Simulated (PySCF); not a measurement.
# C₂H₈BNSi: core binding energies at several levels of theory, part 2 of 3

PySCF 2.14.0. Atoms count from 0. The steps go on from the part before.

### Step 5. Core holes by ΔSCF: PBE, X2C

Job settings and geometry (Å):

```
{"job": {"kind": "xps", "xc": "PBE"}, "charge": 0, "multiplicity": 1}
C      2.109356    -1.380468    -0.614675
C      1.698093    -0.289710    -0.248789
Si     0.794657     1.252869     0.294561
B     -1.086232     0.588549     0.669356
N     -1.342129    -0.647535    -0.347041
H      2.534937    -2.316118    -0.933241
H      0.996659     2.221269    -0.837293
H      1.538620     1.811648     1.467234
H     -1.965283     1.414427     0.484923
H     -1.107916     0.113307     1.795124
H     -2.134503    -1.219021    -0.052183
H     -0.503345    -1.242735    -0.391152
H     -1.528335    -0.325982    -1.298167
```

Method: delta-SCF UKS PBE, pcX-2 on the ionised atom, pcseg-1 elsewhere, spin-free X2C.

Log:

```text
ground state, core basis on atom 0 (C), 145 functions
  cycle   1  E = -450.19302803  |g| = 5.51e-01
  cycle   2  E = -450.10033112  |g| = 7.71e-01
  cycle   3  E = -450.26551992  |g| = 3.07e-01
  cycle   4  E = -450.28893561  |g| = 7.03e-02
  cycle   5  E = -450.29027349  |g| = 2.12e-02
  cycle   6  E = -450.29041152  |g| = 6.81e-03
  cycle   7  E = -450.29042095  |g| = 1.38e-03
  cycle   8  E = -450.29042070  |g| = 3.22e-04
  E(ground) = -450.29009294 Eh
hole in C 1s of atom 0
  cycle   1  E = -439.08278413  |g| = 1.52e+00
  cycle   2  E = -434.40391610  |g| = 2.74e+00
  cycle   3  E = -438.96789296  |g| = 9.79e-01
  cycle   4  E = -439.34177702  |g| = 8.21e-01
  cycle   5  E = -439.57346098  |g| = 3.93e-01
  cycle   6  E = -439.65828643  |g| = 8.18e-02
  cycle   7  E = -439.66226598  |g| = 2.40e-02
  cycle   8  E = -439.66263828  |g| = 9.62e-03
  cycle   9  E = -439.66270539  |g| = 3.50e-03
  cycle  10  E = -439.66271266  |g| = 1.15e-03
  cycle  11  E = -439.66271368  |g| = 6.09e-04
  cycle  12  E = -439.66271390  |g| = 1.85e-04
  E(ion) = -439.66232390 Eh   <S^2> = 0.7790   hole on atom = 1.000   binding energy = 289.196 eV
ground state, core basis on atom 1 (C), 145 functions
  cycle   1  E = -450.29051562  |g| = 7.67e-02
  cycle   2  E = -450.28863436  |g| = 8.92e-02
  cycle   3  E = -450.28876279  |g| = 8.62e-02
  cycle   4  E = -450.29069173  |g| = 8.55e-03
  cycle   5  E = -450.29071485  |g| = 5.32e-04
  cycle   6  E = -450.29071640  |g| = 2.67e-04
  E(ground) = -450.29052978 Eh
hole in C 1s of atom 1
  cycle   1  E = -439.09015161  |g| = 1.52e+00
  cycle   2  E = -433.85513639  |g| = 2.84e+00
  cycle   3  E = -438.83826518  |g| = 1.03e+00
  cycle   4  E = -439.32906204  |g| = 8.45e-01
  cycle   5  E = -439.60958229  |g| = 3.23e-01
  cycle   6  E = -439.65609642  |g| = 1.04e-01
  cycle   7  E = -439.66324361  |g| = 1.99e-02
  cycle   8  E = -439.66349426  |g| = 9.45e-03
  cycle   9  E = -439.66354604  |g| = 4.20e-03
  cycle  10  E = -439.66355771  |g| = 1.32e-03
  cycle  11  E = -439.66356242  |g| = 6.37e-04
  cycle  12  E = -439.66356360  |g| = 1.65e-04
  E(ion) = -439.66326925 Eh   <S^2> = 0.7825   hole on atom = 1.000   binding energy = 289.182 eV
ground state, core basis on atom 2 (Si), 156 functions
  cycle   1  E = -450.35307657  |g| = 2.67e-01
  cycle   2  E = -450.35308873  |g| = 4.18e-02
  cycle   3  E = -450.35289218  |g| = 4.32e-02
  cycle   4  E = -450.35303410  |g| = 3.09e-02
  cycle   5  E = -450.35327935  |g| = 4.24e-03
  cycle   6  E = -450.35328459  |g| = 6.30e-04
  cycle   7  E = -450.35328424  |g| = 1.24e-04
  E(ground) = -450.35305204 Eh
hole in Si 1s of atom 2
  cycle   1  E = -381.55838729  |g| = 4.42e+00
  cycle   2  E = -381.24676466  |g| = 2.41e+00
  cycle   3  E = -381.42992892  |g| = 1.40e+00
  cycle   4  E = -382.21339232  |g| = 8.70e-01
  cycle   5  E = -382.59327178  |g| = 3.19e-01
  cycle   6  E = -382.64543584  |g| = 7.84e-02
  cycle   7  E = -382.64888165  |g| = 2.63e-02
  cycle   8  E = -382.64930572  |g| = 6.43e-03
  cycle   9  E = -382.64932453  |g| = 2.71e-03
  cycle  10  E = -382.64932856  |g| = 8.32e-04
  cycle  11  E = -382.64932897  |g| = 2.63e-04
  E(ion) = -382.64900423 Eh   <S^2> = 0.7514   hole on atom = 1.000   binding energy = 1842.321 eV
hole in Si 2p of atom 2
  cycle   1  E = -446.14672771  |g| = 1.24e+00
  cycle   2  E = -445.69351520  |g| = 1.36e+00
  cycle   3  E = -446.13683498  |g| = 7.80e-01
  cycle   4  E = -446.44194352  |g| = 2.80e-01
  cycle   5  E = -446.47717036  |g| = 9.64e-02
  cycle   6  E = -446.48199890  |g| = 2.89e-02
  cycle   7  E = -446.48253301  |g| = 4.45e-03
  cycle   8  E = -446.48254502  |g| = 1.52e-03
  cycle   9  E = -446.48254545  |g| = 5.91e-04
  cycle  10  E = -446.48254601  |g| = 1.12e-04
  E(ion) = -446.48221722 Eh   <S^2> = 0.7517   hole on atom = 1.002   binding energy = 105.331 eV
  2p3/2 = 105.179 eV   2p1/2 = 105.808 eV
ground state, core basis on atom 3 (B), 145 functions
  cycle   1  E = -450.28135927  |g| = 5.63e-02
  cycle   2  E = -450.28134592  |g| = 1.49e-02
  cycle   3  E = -450.28130913  |g| = 1.90e-02
  cycle   4  E = -450.28139703  |g| = 8.68e-03
  cycle   5  E = -450.28141850  |g| = 1.58e-03
  cycle   6  E = -450.28141889  |g| = 2.69e-04
  E(ground) = -450.28127535 Eh
hole in B 1s of atom 3
  cycle   1  E = -442.73984980  |g| = 1.19e+00
  cycle   2  E = -439.60516340  |g| = 2.33e+00
  cycle   3  E = -442.93053140  |g| = 6.44e-01
  cycle   4  E = -443.12167209  |g| = 3.44e-01
  cycle   5  E = -443.14276768  |g| = 2.60e-01
  cycle   6  E = -443.17054833  |g| = 1.31e-01
  cycle   7  E = -443.17924544  |g| = 1.98e-02
  cycle   8  E = -443.17943548  |g| = 5.35e-03
  cycle   9  E = -443.17945594  |g| = 9.42e-04
  cycle  10  E = -443.17945533  |g| = 2.34e-04
  E(ion) = -443.17931259 Eh   <S^2> = 0.7624   hole on atom = 1.000   binding energy = 193.254 eV
ground state, core basis on atom 4 (N), 145 functions
  cycle   1  E = -450.29784655  |g| = 9.12e-02
  cycle   2  E = -450.29767416  |g| = 3.51e-02
  cycle   3  E = -450.29741731  |g| = 4.89e-02
  cycle   4  E = -450.29788860  |g| = 1.24e-02
  cycle   5  E = -450.29792805  |g| = 5.78e-04
  cycle   6  E = -450.29792849  |g| = 1.97e-04
  E(ground) = -450.29772277 Eh
hole in N 1s of atom 4
  cycle   1  E = -434.65902142  |g| = 1.87e+00
  cycle   2  E = -426.28942273  |g| = 3.75e+00
  cycle   3  E = -434.67039227  |g| = 9.17e-01
  cycle   4  E = -434.80620510  |g| = 8.44e-01
  cycle   5  E = -435.31964115  |g| = 1.58e-01
  cycle   6  E = -435.33172541  |g| = 9.31e-02
  cycle   7  E = -435.33525689  |g| = 7.33e-02
  cycle   8  E = -435.33802710  |g| = 1.50e-02
  cycle   9  E = -435.33814493  |g| = 2.98e-03
  cycle  10  E = -435.33815099  |g| = 9.53e-04
  cycle  11  E = -435.33815185  |g| = 1.50e-04
  E(ion) = -435.33798210 Eh   <S^2> = 0.7588   hole on atom = 1.000   binding energy = 407.075 eV
```

Wall time 27 s (1 thread of Arm Neoverse V1, shared host); peak memory 0.53 GiB.

Binding energies by hole, beside the orbital energy of the ground state; the difference holds orbital relaxation and, for a density functional, its self-interaction error:

```tsv
hole	stands for	environment	ΔSCF (eV; 2p as the shell's mean)	−ε (eV)	⟨S²⟩
C1s on C0	C0	terminal alkyne carbon	289.20	269.1	0.779
C1s on C1	C1	alkyne carbon	289.18	268.9	0.783
Si1s on Si2	Si2	silicon bonded to C, B, 2 H	1842.32	1782.7	0.751
Si2p on Si2	Si2	silicon bonded to C, B, 2 H	105.39	93.3	0.752
B1s on B3	B3	boron bonded to N, Si, 2 H	193.25	175.8	0.762
N1s on N4	N4	donor nitrogen of a Lewis adduct	407.08	383.1	0.759
```

With the spin-orbit splitting: Si2 2p3/2 105.18, 2p1/2 105.81 eV. The table gives each 2p level as the mean over the whole 2p shell (two parts 2p3/2, one part 2p1/2), which differs a little from the single hole in the log.

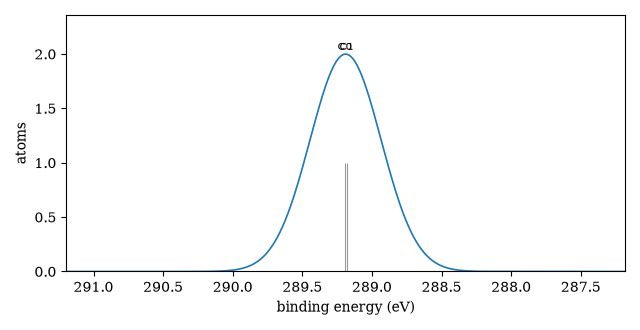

The C1s photoelectron lines, weighted by the number of atoms. Lines are broadened to a width of 0.60 eV (Gaussian).

### Step 6. Core-electron binding energies: HF, X2C

Settings changed since step 5:

```diff
@@ -1,2 +1,2 @@
-{"job": {"kind": "xps", "xc": "PBE"}, "charge": 0, "multiplicity": 1}
+{"job": {"kind": "xps", "xc": "HF"}, "charge": 0, "multiplicity": 1}
 C      2.109356    -1.380468    -0.614675
```

With the program's defaults for keys left out, this is: delta-SCF UKS HF, pcX-2 on the ionised atom, pcseg-1 elsewhere, spin-free X2C.

Log:

```text
ground state, core basis on atom 0 (C), 145 functions
  cycle   1  E = -448.90152287  |g| = 4.31e-01
  cycle   2  E = -448.96986990  |g| = 1.59e-01
  cycle   3  E = -448.97672100  |g| = 6.46e-02
  cycle   4  E = -448.97802259  |g| = 1.32e-02
  cycle   5  E = -448.97808245  |g| = 6.06e-03
  cycle   6  E = -448.97809508  |g| = 1.48e-03
  cycle   7  E = -448.97809632  |g| = 3.95e-04
  E(ground) = -448.97809632 Eh
hole in C 1s of atom 0
  cycle   1  E = -437.73874213  |g| = 1.49e+00
  cycle   2  E = -437.98427674  |g| = 9.65e-01
  cycle   3  E = -438.29548776  |g| = 1.97e-01
  cycle   4  E = -438.31275928  |g| = 5.51e-02
  cycle   5  E = -438.31506977  |g| = 2.65e-02
  cycle   6  E = -438.31726023  |g| = 2.30e-02
  cycle   7  E = -438.32064548  |g| = 1.91e-02
  cycle   8  E = -438.32458870  |g| = 1.12e-02
  cycle   9  E = -438.32475655  |g| = 2.25e-03
  cycle  10  E = -438.32477216  |g| = 7.97e-04
  cycle  11  E = -438.32477290  |g| = 4.58e-04
  E(ion) = -438.32477290 Eh   <S^2> = 1.1374   hole on atom = 1.000   binding energy = 289.892 eV
ground state, core basis on atom 1 (C), 145 functions
  cycle   1  E = -448.97972094  |g| = 2.72e-02
  cycle   2  E = -448.97979964  |g| = 8.63e-03
  cycle   3  E = -448.97981270  |g| = 5.58e-03
  cycle   4  E = -448.97982021  |g| = 3.77e-04
  E(ground) = -448.97982021 Eh
hole in C 1s of atom 1
  cycle   1  E = -437.75479166  |g| = 1.49e+00
  cycle   2  E = -437.95038406  |g| = 1.01e+00
  cycle   3  E = -438.29698521  |g| = 2.34e-01
  cycle   4  E = -438.32054418  |g| = 5.22e-02
  cycle   5  E = -438.32288818  |g| = 2.75e-02
  cycle   6  E = -438.32523472  |g| = 2.59e-02
  cycle   7  E = -438.32868135  |g| = 2.44e-02
  cycle   8  E = -438.33684679  |g| = 1.59e-02
  cycle   9  E = -438.33763729  |g| = 4.08e-03
  cycle  10  E = -438.33751902  |g| = 5.34e-03
  cycle  11  E = -438.33765142  |g| = 1.84e-03
  cycle  12  E = -438.33765329  |g| = 1.52e-03
  cycle  13  E = -438.33766267  |g| = 6.10e-04
  cycle  14  E = -438.33766445  |g| = 1.21e-04
  E(ion) = -438.33766445 Eh   <S^2> = 1.2961   hole on atom = 1.000   binding energy = 289.588 eV
ground state, core basis on atom 2 (Si), 156 functions
  cycle   1  E = -449.04218854  |g| = 7.25e-02
  cycle   2  E = -449.04237142  |g| = 7.32e-03
  cycle   3  E = -449.04238192  |g| = 3.38e-03
  cycle   4  E = -449.04238480  |g| = 1.14e-03
  cycle   5  E = -449.04238526  |g| = 3.52e-04
  E(ground) = -449.04238526 Eh
hole in Si 1s of atom 2
  cycle   1  E = -380.13173461  |g| = 4.32e+00
  cycle   2  E = -381.07113461  |g| = 1.02e+00
  cycle   3  E = -381.17793259  |g| = 1.38e-01
  cycle   4  E = -381.18359803  |g| = 7.48e-02
  cycle   5  E = -381.18642810  |g| = 8.83e-03
  cycle   6  E = -381.18648821  |g| = 3.38e-03
  cycle   7  E = -381.18650664  |g| = 1.81e-03
  cycle   8  E = -381.18651582  |g| = 1.09e-03
  cycle   9  E = -381.18652072  |g| = 7.39e-04
  cycle  10  E = -381.18652308  |g| = 6.51e-04
  cycle  11  E = -381.18652492  |g| = 6.21e-04
  cycle  12  E = -381.18652808  |g| = 5.81e-04
  cycle  13  E = -381.18654263  |g| = 3.60e-04
  E(ion) = -381.18654263 Eh   <S^2> = 0.7566   hole on atom = 1.000   binding energy = 1846.452 eV
hole in Si 2p of atom 2
  cycle   1  E = -444.84207148  |g| = 1.21e+00
  cycle   2  E = -445.12207648  |g| = 4.20e-01
  cycle   3  E = -445.16209740  |g| = 8.80e-02
  cycle   4  E = -445.16539268  |g| = 3.43e-02
  cycle   5  E = -445.16607667  |g| = 7.12e-03
  cycle   6  E = -445.16614782  |g| = 3.98e-03
  cycle   7  E = -445.16618642  |g| = 2.33e-03
  cycle   8  E = -445.16620646  |g| = 1.71e-03
  cycle   9  E = -445.16621925  |g| = 1.55e-03
  cycle  10  E = -445.16623187  |g| = 1.47e-03
  cycle  11  E = -445.16625506  |g| = 1.35e-03
  cycle  12  E = -445.16632079  |g| = 9.32e-04
  cycle  13  E = -445.16635799  |g| = 4.51e-04
  cycle  14  E = -445.16636102  |g| = 1.93e-04
  E(ion) = -445.16636102 Eh   <S^2> = 0.7827   hole on atom = 1.002   binding energy = 105.472 eV
  2p3/2 = 105.253 eV   2p1/2 = 105.847 eV
ground state, core basis on atom 3 (B), 145 functions
  cycle   1  E = -448.96894987  |g| = 2.38e-02
  cycle   2  E = -448.96903181  |g| = 3.29e-03
  cycle   3  E = -448.96903603  |g| = 9.84e-04
  cycle   4  E = -448.96903641  |g| = 4.25e-04
  E(ground) = -448.96903641 Eh
hole in B 1s of atom 3
  cycle   1  E = -441.41878613  |g| = 1.16e+00
  cycle   2  E = -441.73811079  |g| = 4.98e-01
  cycle   3  E = -441.84425713  |g| = 8.56e-02
  cycle   4  E = -441.84813226  |g| = 2.30e-02
  cycle   5  E = -441.84857657  |g| = 1.39e-02
  cycle   6  E = -441.84890269  |g| = 8.57e-03
  cycle   7  E = -441.84910521  |g| = 4.19e-03
  cycle   8  E = -441.84914981  |g| = 1.43e-03
  cycle   9  E = -441.84915513  |g| = 5.82e-04
  cycle  10  E = -441.84915600  |g| = 3.91e-04
  E(ion) = -441.84915600 Eh   <S^2> = 0.7873   hole on atom = 1.000   binding energy = 193.742 eV
ground state, core basis on atom 4 (N), 145 functions
  cycle   1  E = -448.98567749  |g| = 2.76e-02
  cycle   2  E = -448.98573808  |g| = 3.55e-03
  cycle   3  E = -448.98574106  |g| = 1.75e-03
  cycle   4  E = -448.98574171  |g| = 3.31e-04
  E(ground) = -448.98574171 Eh
hole in N 1s of atom 4
  cycle   1  E = -433.32399633  |g| = 1.84e+00
  cycle   2  E = -433.74881582  |g| = 9.70e-01
  cycle   3  E = -433.99530736  |g| = 1.08e-01
  cycle   4  E = -433.99941071  |g| = 2.31e-02
  cycle   5  E = -433.99988961  |g| = 1.54e-02
  cycle   6  E = -434.00014583  |g| = 7.77e-03
  cycle   7  E = -434.00024308  |g| = 2.26e-03
  cycle   8  E = -434.00025084  |g| = 6.98e-04
  cycle   9  E = -434.00025143  |g| = 1.89e-04
  E(ion) = -434.00025143 Eh   <S^2> = 0.7769   hole on atom = 1.000   binding energy = 407.776 eV
```

Run time: 28 s. Hardware: 1 thread of Arm Neoverse V1, shared host; peak memory 0.51 GiB.

Binding energies by hole, beside the orbital energy of the ground state; the difference holds orbital relaxation and, for a density functional, its self-interaction error:

```tsv
hole	stands for	environment	ΔSCF (eV; 2p as the shell's mean)	−ε (eV)	⟨S²⟩
C1s on C0	C0	terminal alkyne carbon	289.89 (doubtful)	305.8	1.137
C1s on C1	C1	alkyne carbon	289.59 (doubtful)	305.4	1.296
Si1s on Si2	Si2	silicon bonded to C, B, 2 H	1846.45	1875.1	0.757
Si2p on Si2	Si2	silicon bonded to C, B, 2 H	105.45	114.3	0.783
B1s on B3	B3	boron bonded to N, Si, 2 H	193.74	205.4	0.787
N1s on N4	N4	donor nitrogen of a Lewis adduct	407.78	426.2	0.777
```

Doubtful: the ion did not converge, its hole moved, or its ⟨S²⟩ is well above 0.75.

With the spin-orbit splitting: Si2 2p3/2 105.25, 2p1/2 105.85 eV. The table gives each 2p level as the mean over the whole 2p shell (two parts 2p3/2, one part 2p1/2), which differs a little from the single hole in the log.

### Step 7. Core-electron binding energies: SCAN, X2C

Settings changed since step 6:

```diff
@@ -1,2 +1,2 @@
-{"job": {"kind": "xps", "xc": "HF"}, "charge": 0, "multiplicity": 1}
+{"job": {"kind": "xps", "basis": "pcX-1"}, "charge": 0, "multiplicity": 1}
 C      2.109356    -1.380468    -0.614675
```

With the program's defaults for keys left out, this is: delta-SCF UKS SCAN, pcX-1 on the ionised atom, pcseg-1 elsewhere, spin-free X2C.

Log:

```text
ground state, core basis on atom 0 (C), 124 functions
  cycle   1  E = -450.47178732  |g| = 5.00e-01
  cycle   2  E = -450.42246303  |g| = 6.43e-01
  cycle   3  E = -450.52705033  |g| = 2.98e-01
  cycle   4  E = -450.55052654  |g| = 4.37e-02
  cycle   5  E = -450.55107016  |g| = 1.43e-02
  cycle   6  E = -450.55113362  |g| = 4.61e-03
  cycle   7  E = -450.55113591  |g| = 1.45e-03
  cycle   8  E = -450.55113602  |g| = 2.50e-04
  E(ground) = -450.58989209 Eh
hole in C 1s of atom 0
  cycle   1  E = -439.31012591  |g| = 1.50e+00
  cycle   2  E = -435.26791555  |g| = 2.53e+00
  cycle   3  E = -439.30722738  |g| = 8.95e-01
  cycle   4  E = -439.66100412  |g| = 6.87e-01
  cycle   5  E = -439.83142150  |g| = 3.34e-01
  cycle   6  E = -439.88869208  |g| = 6.64e-02
  cycle   7  E = -439.89156445  |g| = 2.03e-02
  cycle   8  E = -439.89202409  |g| = 9.27e-03
  cycle   9  E = -439.89218229  |g| = 6.98e-03
  cycle  10  E = -439.89226952  |g| = 4.22e-03
  cycle  11  E = -439.89230381  |g| = 1.78e-03
  cycle  12  E = -439.89230742  |g| = 6.86e-04
  cycle  13  E = -439.89230798  |g| = 2.07e-04
  E(ion) = -439.93009167 Eh   <S^2> = 0.8319   hole on atom = 1.000   binding energy = 290.068 eV
ground state, core basis on atom 1 (C), 124 functions
  cycle   1  E = -450.54891430  |g| = 6.50e-02
  cycle   2  E = -450.54112397  |g| = 1.82e-01
  cycle   3  E = -450.54990321  |g| = 8.04e-03
  cycle   4  E = -450.54991935  |g| = 3.15e-03
  cycle   5  E = -450.54992429  |g| = 7.70e-04
  cycle   6  E = -450.54992520  |g| = 1.74e-04
  E(ground) = -450.58860747 Eh
hole in C 1s of atom 1
  cycle   1  E = -439.31585335  |g| = 1.50e+00
  cycle   2  E = -434.96841886  |g| = 2.63e+00
  cycle   3  E = -439.22760050  |g| = 9.23e-01
  cycle   4  E = -439.62782835  |g| = 7.44e-01
  cycle   5  E = -439.85395989  |g| = 2.72e-01
  cycle   6  E = -439.88810428  |g| = 6.70e-02
  cycle   7  E = -439.89149295  |g| = 1.59e-02
  cycle   8  E = -439.89196796  |g| = 1.04e-02
  cycle   9  E = -439.89221039  |g| = 7.77e-03
  cycle  10  E = -439.89239517  |g| = 5.25e-03
  cycle  11  E = -439.89248550  |g| = 2.08e-03
  cycle  12  E = -439.89249402  |g| = 8.41e-04
  cycle  13  E = -439.89249473  |g| = 3.28e-04
  E(ion) = -439.93017945 Eh   <S^2> = 0.8624   hole on atom = 1.000   binding energy = 290.031 eV
ground state, core basis on atom 2 (Si), 136 functions
  cycle   1  E = -450.64526696  |g| = 1.84e-01
  cycle   2  E = -450.64265317  |g| = 1.09e-01
  cycle   3  E = -450.63650684  |g| = 1.84e-01
  cycle   4  E = -450.64576344  |g| = 1.33e-02
  cycle   5  E = -450.64581109  |g| = 4.49e-03
  cycle   6  E = -450.64581698  |g| = 3.94e-04
  E(ground) = -450.64238798 Eh
hole in Si 1s of atom 2
  cycle   1  E = -381.74856100  |g| = 4.35e+00
  cycle   2  E = -381.84903984  |g| = 2.09e+00
  cycle   3  E = -382.05605400  |g| = 1.11e+00
  cycle   4  E = -382.54454603  |g| = 6.78e-01
  cycle   5  E = -382.78986901  |g| = 1.81e-01
  cycle   6  E = -382.80744906  |g| = 4.69e-02
  cycle   7  E = -382.80872257  |g| = 1.47e-02
  cycle   8  E = -382.80886080  |g| = 3.46e-03
  cycle   9  E = -382.80886755  |g| = 1.38e-03
  cycle  10  E = -382.80886912  |g| = 5.02e-04
  cycle  11  E = -382.80886834  |g| = 2.53e-04
  E(ion) = -382.81391614 Eh   <S^2> = 0.7522   hole on atom = 1.000   binding energy = 1845.707 eV
hole in Si 2p of atom 2
  cycle   1  E = -446.40299160  |g| = 1.23e+00
  cycle   2  E = -446.18222299  |g| = 1.13e+00
  cycle   3  E = -446.48005044  |g| = 6.55e-01
  cycle   4  E = -446.70756687  |g| = 1.98e-01
  cycle   5  E = -446.72603833  |g| = 6.35e-02
  cycle   6  E = -446.72828224  |g| = 1.69e-02
  cycle   7  E = -446.72846247  |g| = 3.78e-03
  cycle   8  E = -446.72846953  |g| = 1.46e-03
  cycle   9  E = -446.72847218  |g| = 6.23e-04
  cycle  10  E = -446.72847248  |g| = 2.96e-04
  E(ion) = -446.73684720 Eh   <S^2> = 0.7517   hole on atom = 1.002   binding energy = 106.275 eV
  2p3/2 = 106.019 eV   2p1/2 = 106.642 eV
ground state, core basis on atom 3 (B), 124 functions
  cycle   1  E = -450.54758930  |g| = 3.46e-02
  cycle   2  E = -450.54732065  |g| = 4.12e-02
  cycle   3  E = -450.54766690  |g| = 2.73e-02
  cycle   4  E = -450.54786444  |g| = 5.09e-03
  cycle   5  E = -450.54787029  |g| = 1.29e-03
  cycle   6  E = -450.54786987  |g| = 1.62e-04
  E(ground) = -450.58727778 Eh
hole in B 1s of atom 3
  cycle   1  E = -442.99174627  |g| = 1.17e+00
  cycle   2  E = -441.29720764  |g| = 1.91e+00
  cycle   3  E = -443.28398747  |g| = 4.64e-01
  cycle   4  E = -443.36990662  |g| = 2.98e-01
  cycle   5  E = -443.39407452  |g| = 2.07e-01
  cycle   6  E = -443.41673912  |g| = 5.89e-02
  cycle   7  E = -443.41849197  |g| = 1.11e-02
  cycle   8  E = -443.41855064  |g| = 6.00e-03
  cycle   9  E = -443.41857615  |g| = 2.02e-03
  cycle  10  E = -443.41858070  |g| = 7.19e-04
  cycle  11  E = -443.41858148  |g| = 2.82e-04
  E(ion) = -443.45959134 Eh   <S^2> = 0.7716   hole on atom = 1.000   binding energy = 193.954 eV
ground state, core basis on atom 4 (N), 124 functions
  cycle   1  E = -450.54897731  |g| = 3.51e-02
  cycle   2  E = -450.54872665  |g| = 4.77e-02
  cycle   3  E = -450.54916729  |g| = 3.62e-03
  cycle   4  E = -450.54916899  |g| = 1.54e-03
  cycle   5  E = -450.54916940  |g| = 8.37e-04
  cycle   6  E = -450.54916974  |g| = 1.86e-04
  E(ground) = -450.58549138 Eh
hole in N 1s of atom 4
  cycle   1  E = -434.87390506  |g| = 1.85e+00
  cycle   2  E = -429.85827460  |g| = 3.16e+00
  cycle   3  E = -435.12233956  |g| = 7.38e-01
  cycle   4  E = -435.35134570  |g| = 5.27e-01
  cycle   5  E = -435.54405622  |g| = 1.15e-01
  cycle   6  E = -435.54808615  |g| = 9.08e-02
  cycle   7  E = -435.55184439  |g| = 4.79e-02
  cycle   8  E = -435.55309162  |g| = 4.38e-03
  cycle   9  E = -435.55310492  |g| = 1.64e-03
  cycle  10  E = -435.55310781  |g| = 7.85e-04
  cycle  11  E = -435.55310717  |g| = 2.81e-04
  E(ion) = -435.58921699 Eh   <S^2> = 0.7649   hole on atom = 1.000   binding energy = 408.069 eV
```

Run time: 37 s. Hardware: 1 thread of Arm Neoverse V1, shared host; peak memory 0.51 GiB.

The holes in one table. −ε is the ground-state orbital energy:

```tsv
hole	stands for	environment	ΔSCF (eV; 2p as the shell's mean)	−ε (eV)	⟨S²⟩
C1s on C0	C0	terminal alkyne carbon	290.07	273.5	0.832
C1s on C1	C1	alkyne carbon	290.03 (doubtful)	273.3	0.862
Si1s on Si2	Si2	silicon bonded to C, B, 2 H	1845.71	1792.6	0.752
Si2p on Si2	Si2	silicon bonded to C, B, 2 H	106.23	95.5	0.752
B1s on B3	B3	boron bonded to N, Si, 2 H	193.95	178.7	0.772
N1s on N4	N4	donor nitrogen of a Lewis adduct	408.07	388.4	0.765
```

Doubtful: the ion did not converge, its hole moved, or its ⟨S²⟩ is well above 0.75. Rows just under that mark are hardly safer.

With the spin-orbit splitting: Si2 2p3/2 106.02, 2p1/2 106.64 eV. The table gives each 2p level as the mean over the whole 2p shell (two parts 2p3/2, one part 2p1/2), which differs a little from the single hole in the log.

(Continued in part 3 of 3.)
